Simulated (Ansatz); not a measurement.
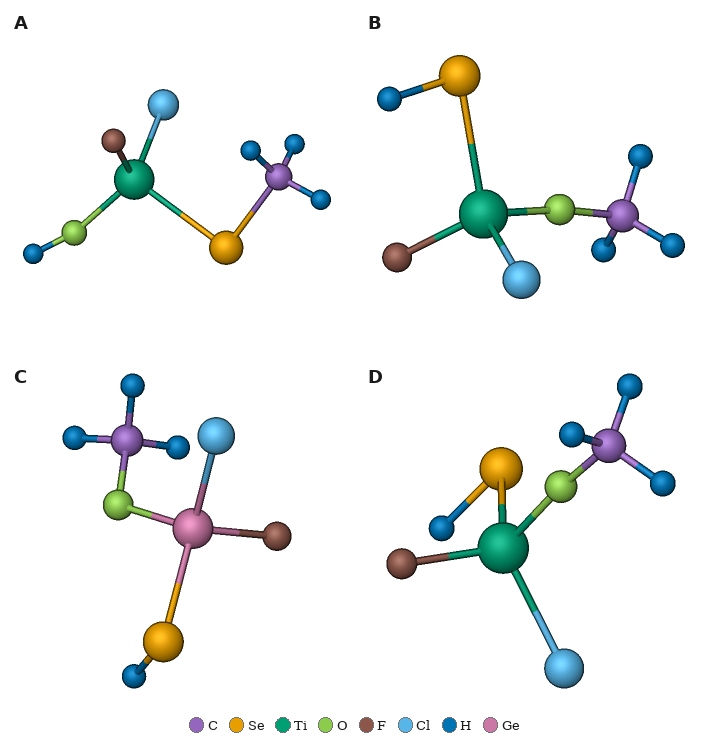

```sh
ansatz run in.yaml --threads 2 --pin off --events-out ev --progress --plain --max-ram 31744MiB --backend cuda --devices 0, --max-vram 18GiB
```

```yaml
crystal:
  periodic: [false, false, false]
  atoms:
    - {symbol: C, position_ang: [-0.443657, -1.443655, -1.295512]}
    - {symbol: Se, position_ang: [-0.809200, -1.143947, 0.611568]}
    - {symbol: Ti, position_ang: [0.297883, 0.972744, 0.672686]}
    - {symbol: O, position_ang: [0.239677, 1.457886, 2.358307]}
    - {symbol: F, position_ang: [1.919171, 0.726498, 0.048792]}
    - {symbol: Cl, position_ang: [-0.777989, 2.360334, -0.659731]}
    - {symbol: H, position_ang: [0.611033, -1.279623, -1.508867]}
    - {symbol: H, position_ang: [-1.064556, -0.780422, -1.893744]}
    - {symbol: H, position_ang: [-0.698920, -2.481407, -1.501445]}
    - {symbol: H, position_ang: [0.726558, 1.611573, 3.167947]}
basis:
  gaussian: {orbitals: def2-TZVPP}
hamiltonian: {xc: pbe0, dispersion: d4}
output: {orbitals: {seedname: orbitals}}
```

Question: Which panel shows the molecule in this file?

Answer: A. The file holds CH4ClFOSeTi, `C[Se][Ti@@]([OH])([F])[Cl]`.
